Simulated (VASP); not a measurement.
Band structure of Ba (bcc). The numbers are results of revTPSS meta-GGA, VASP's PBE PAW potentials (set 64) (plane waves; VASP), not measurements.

Unless said otherwise, spin-orbit coupling is left out, though it shifts the bands of the heavy elements here.

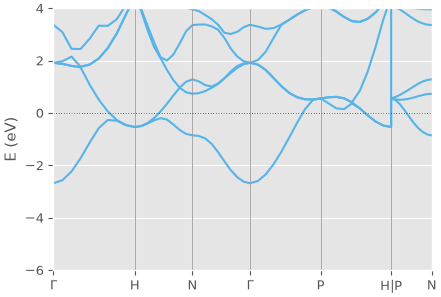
Bands along high-symmetry lines, zero at the valence-band maximum or, without a gap, the Fermi level

Read the plot: is there a gap, and where are the band edges?

It has no gap at this level: it comes out as a metal or semimetal.

The compound is Ba in the bcc structure. It was relaxed first.
